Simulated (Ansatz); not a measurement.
# F$_{3}$H$_{2}$PSi (SMILES F[Si](F)(F)P): what the fields show

```xyz
7

F    -0.9818   -1.6626   -3.2556
F    -0.1681   -1.9039   -0.7948
F     1.4994   -1.1143   -2.6312
P    -0.5831    1.1637   -1.8376
Si   -0.0350   -0.9884   -2.1272
H    -1.7733    0.7766   -1.1223
H     0.2033    1.2136   -0.6304
```

Geometry: PBE-D3(BJ)/def2-SVP.

Theory: isolated molecule in a Gaussian basis; Kohn-Sham density functional theory, functional PBE0 (Ansatz 0.2.0).

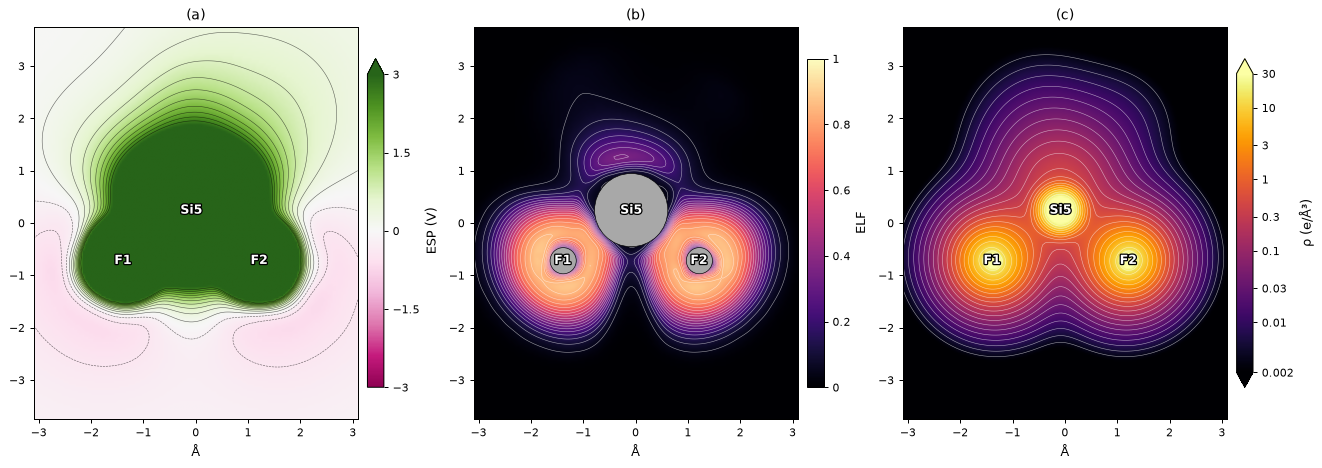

Figure 1. (a) molecular electrostatic potential; (b) electron localisation function; (c) total electron density on the plane of atoms F1, Si5 and F2. Grey discs cover the atomic cores in the ELF map.

**Read the bonding off the picture.**

Atoms in the plane: F and Si.
Si–F (1.62 Å): ρ is about 1.1 e/Å³ halfway; the ELF peaks at about 0.85 in the valence shell of F, 0.6 Å from its nucleus, and is about 0.55 at the midpoint.
The ELF also peaks beside F2 and F1, away from the bonds: lone-pair regions.
Outside the dense part of the molecule the potential is most negative (−0.7 V) near F2.

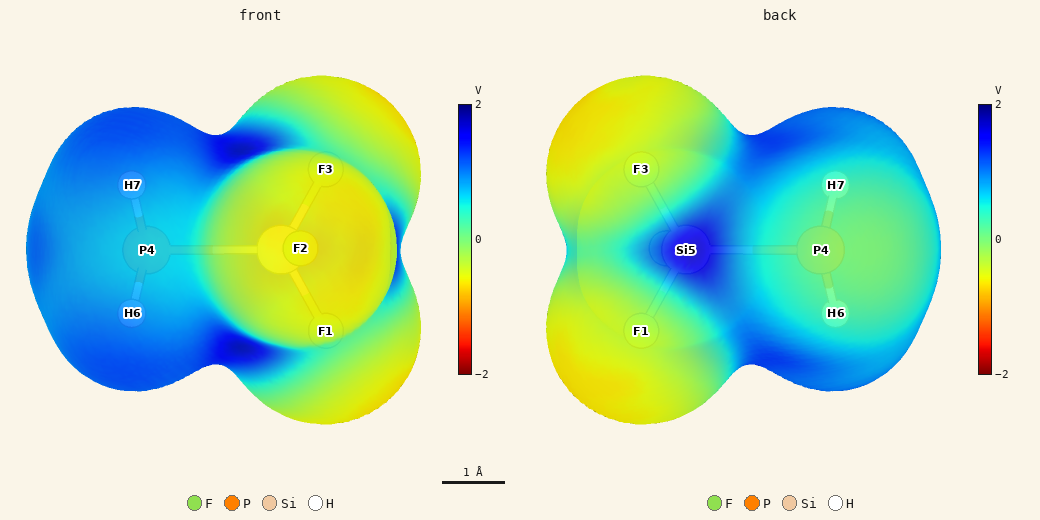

Figure 2. The molecular electrostatic potential painted on the density surface at 0.002 e/bohr³, seen from the front and from behind; the colour scale runs from red (negative) to blue (positive).

**Which sites attract a positive test charge, and which a negative one?**

A positive charge is drawn to the negative regions and a negative charge to the positive ones. The most negative region (about −0.7 V) lies over F1, F2 and F3, the most positive (about +1.7 V) over Si5.

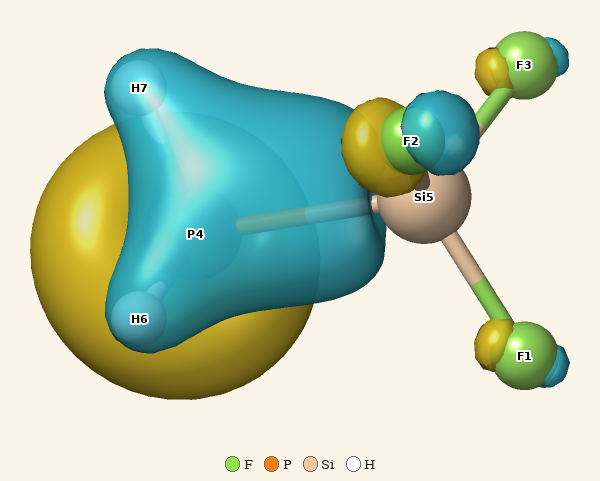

Figure 3. The HOMO at ±0.15 Å⁻³ᐟ² (yellow and cyan are the two phases), seen at a tilt.

**Describe this orbital and give its energy.**

By Hirshfeld shares it lies mainly on P4 (about 75 %) and Si5 (about 10 %); largely a lone pair of P4. Its energy is −8.78 eV.
